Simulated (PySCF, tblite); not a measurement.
**C₉H₁₄Si: geometry, infrared bands and NMR shifts**

What infrared bands and NMR shifts should C₉H₁₄Si (`CCC1=C[SiH2]C=C1C1CC1`) show?

Computed with tblite 0.8.0 and PySCF 2.14.0, with density-fitted response routines of our own, on a single molecule in the gas phase. Atoms are numbered from 0 throughout.

**1. Starting geometry**

24 atoms, charge 0, multiplicity 1; geometry from: force field or distance geometry start.

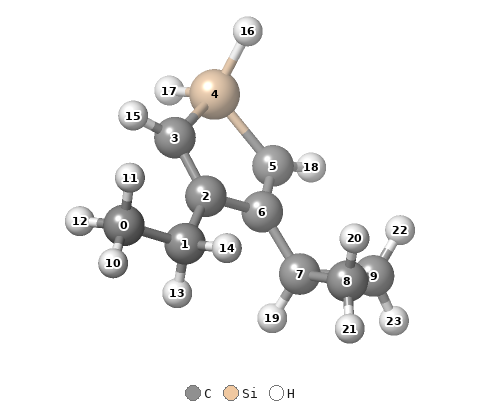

As it starts; carbon grey, silicon light orange, hydrogen white, atoms numbered; sticks join atoms by distance.

**2. Geometry optimisation with GFN2-xTB**

The job: settings as JSON, then the geometry in Å.

```
{"job": {"kind": "relax", "xc": "GFN2-xTB", "basis": "xTB"}, "charge": 0, "multiplicity": 1}
C     -2.845700    -1.246200     0.190500
C     -1.346600    -1.129600     0.016100
C     -0.781500     0.261100    -0.101500
C     -1.506300     1.416100    -0.033100
Si    -0.444700     2.922400    -0.264900
C      0.996800     1.774400    -0.497200
C      0.655300     0.480100    -0.366300
C      1.563500    -0.668600    -0.495800
C      1.968300    -1.448400     0.732600
C      2.968200    -0.596600     0.026300
H     -3.150500    -2.297800     0.261500
H     -3.196700    -0.744000     1.105200
H     -3.386300    -0.806200    -0.653900
H     -1.058700    -1.712700    -0.866700
H     -0.879100    -1.613600     0.891900
H     -2.567400     1.511000     0.162100
H     -0.336300     3.753000     0.958500
H     -0.788400     3.654400    -1.513400
H      1.988300     2.157500    -0.700500
H      1.420900    -1.236100    -1.411600
H      1.609400    -1.100500     1.704700
H      2.050100    -2.519200     0.646200
H      3.315400     0.311100     0.537900
H      3.740400    -1.101700    -0.549700
```

Command:

```sh
$ OMP_NUM_THREADS=1 python probes_run.py task.json out
```

One launch serves the whole session: the jobs run in the order shown.

**Question.** This job is followed by: GFN2-xTB harmonic vibrations, gas phase; GIAO PBE0/pcSseg-1 NMR shielding, non-relativistic, gas phase. What will the session give for the following? strongest single infrared mode (GFN2-xTB); zero-point energy (GFN2-xTB); 13C shifts against TMS (PBE0/pcSseg-1, means over atoms taken as alike); 1H shifts against TMS (PBE0/pcSseg-1, means over atoms taken as alike); 29Si shifts against TMS (PBE0/pcSseg-1); surface potential, least and greatest.

As calculated:

```
                                                               quantity                                                  value
                              strongest single infrared mode (GFN2-xTB)                                  2236 cm⁻¹, 453 km/mol
                                           zero-point energy (GFN2-xTB)                                         123.6 kcal/mol
13C shifts against TMS (PBE0/pcSseg-1, means over atoms taken as alike)  173.2, 173.0, 126.4, 123.2, 29.6, 17.8, 13.1, 8.1 ppm
 1H shifts against TMS (PBE0/pcSseg-1, means over atoms taken as alike)     5.71, 5.70, 4.53, 2.67, 1.64, 1.31, 0.73, 0.49 ppm
                                29Si shifts against TMS (PBE0/pcSseg-1)                                              -48.9 ppm
                                  surface potential, least and greatest                                     -0.73 V and 0.82 V
```

The optimisation took 80 steps and gained 0.168 eV; among the close pairs (by a distance rule), C2–C3 changed most, from 1.365 to 1.341 Å. All 66 modes are real, so the xTB geometry is a minimum. The strongest single mode, at 2236 cm⁻¹, moves mainly H16. Unscaled tight-binding wavenumbers are off by several per cent, some by more. Its intensities can rank the bands wrongly. At PBE0/pcSseg-1, counted by nearest atom on the grid, the HOMO lies on C3, C5 about 27 % each; C2, C6 about 13 % each, the LUMO on C3, C5, C6 about 18 % each; C2 15 %.
